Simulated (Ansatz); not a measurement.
# How far to go with the plane-wave cutoff: MgRhF6 (R3, 8 atoms in the cell)

```
MgRhF6
1.0
    2.47697     1.43008     4.49782
   -2.47697     1.43008     4.49782
    0.00000    -2.86016     4.49782
Mg Rh F
1 1 6
Direct
  0.50370   0.50370   0.50370
  0.00000   0.00000   0.00000
  0.24214   0.89135   0.61867
  0.75786   0.10865   0.38133
  0.61867   0.24214   0.89135
  0.38133   0.75786   0.10865
  0.89135   0.61867   0.24214
  0.10865   0.38133   0.75786
```
Moments meant for the start (each program seeds them in its own way; μB, in the order of the atoms Mg Rh F F F F F F): 0.0 1.0 0.0 0.0 0.0 0.0 0.0 0.0.

Method: PBEsol, default PAW files made with PBE (plane waves; Ansatz, an electronic-structure program).

Base settings: basis.ecutwfc = 420 eV; kpoints.mp_grid.grid = 3 3 3; hamiltonian.xc = pbesol; hamiltonian.pseudopotentials = {kind: paw} (the program's default PAW files); magnetization.spin_polarized = true; scf.occupations.method = fermi_dirac; scf.occupations.width = 0.1 eV.

The second cell is the first with its lattice scaled by 0.98.

The mesh stays at the base's, so the ladder's end is converged at best in this setting alone.

The first pressure column holds Ansatz's estimate of the finite-basis (Pulay) stress, which hides part of the cutoff error; the other is without it.

Only quantities that move along the ladder and can be compared are tabulated.

The magnetic state is not the same in all runs (site moments differ, or a search went on to a lower state), so steps between rows are not convergence errors alone.

The count of work is k-points × plane waves × bands × iterations; it is no time. 

The starting cell comes from a database of computed structures (which also holds hypothetical and non-ambient phases and stackings), without a prior relaxation at this level. Its lattice was rescaled by up to half a per cent. One atom was moved a little off its site on purpose. With one magnetic atom in the cell only a parallel order is possible. Without a gap this mesh is coarse (it stands for a supercell whose shortest vector is 15 Å).

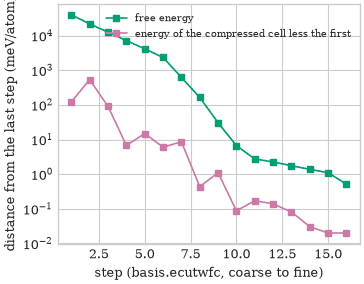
Fig. 1. Distance from the last step along the ladder; very small values are drawn at a floor.

| basis.ecutwfc | free energy less the last step's (meV/atom) | energy of the compressed cell less the first (meV/atom) | pressure (GPa) | pressure without the Pulay estimate (GPa) | largest difference of a force vector from the last step's (eV/Å) | count of work / last |
|---|---|---|---|---|---|---|
| 145 eV | 39895.63 | -93.51 | 9.72 | -1255.71 | 3.504 | 0.084 |
| 170 eV | 21806.67 | -506.25 | 42.54 | -826.13 | 4.787 | 0.069 |
| 190 eV | 12441.53 | 118.44 | 32.07 | -547.68 | 3.654 | 0.081 |
| 210 eV | 7166.14 | 34.98 | 8.52 | -361.42 | 1.693 | 0.088 |
| 230 eV | 4136.72 | 43.09 | 0.51 | -236.31 | 0.396 | 0.11 |
| 250 eV | 2341.22 | 22.21 | -1.55 | -150.51 | 0.220 | 0.12 |
| 295 eV | 621.88 | 19.63 | 0.68 | -50.53 | 0.181 | 0.16 |
| 335 eV | 163.86 | 27.79 | 1.79 | -15.43 | 0.076 | 0.20 |
| 380 eV | 30.46 | 29.32 | 2.05 | -2.04 | 0.007 | 0.25 |
| 420 eV | 6.63 | 28.31 | 2.08 | 1.23 | 0.003 | 0.29 |
| 460 eV | 2.74 | 28.40 | 2.09 | 1.98 | 0.003 | 0.33 |
| 505 eV | 2.26 | 28.36 | 2.08 | 2.05 | 0.002 | 0.38 |
| 565 eV | 1.75 | 28.31 | 2.06 | 2.02 | 0.001 | 0.42 |
| 630 eV | 1.37 | 28.26 | 2.06 | 2.04 | 0.000 | 0.49 |
| 735 eV | 1.10 | 28.24 | 2.05 | 2.03 | 0.000 | 0.62 |
| 840 eV | 0.51 | 28.24 | 2.05 | 2.01 | 0.000 | 0.76 |
| 1010 eV | 0.00 | 28.23 | 2.05 | 2.05 | 0.000 | 1.0 |

Coarsest basis.ecutwfc that holds the forces within 0.02 eV/Å of the last step, with all finer ones: 380 eV, at 0.25 of the last step's count of work; the step before is off by 0.076 eV/Å.

Coarsest basis.ecutwfc that holds the energy of the compressed cell less the first within 1 meV/atom of the last step, with all finer ones: 420 eV, at 0.29 of the last step's count of work; the step before is off by 1.1 meV/atom.

Coarsest basis.ecutwfc that holds the pressure without the Pulay estimate within 0.1 GPa of the last step, with all finer ones: 460 eV, at 0.33 of the last step's count of work; the step before is off by 0.82 GPa.

The energy difference between the two cells stays within 1 meV/atom of the last step's from 420 eV on, the total only from 840 eV on: much of the error is common to both cells and cancels.

At the lowest cutoff the pressure without the Pulay estimate lies 1260 GPa under the last step's, the usual sign of Pulay stress in an incomplete plane-wave basis.

Keys are those of Ansatz 0.2.
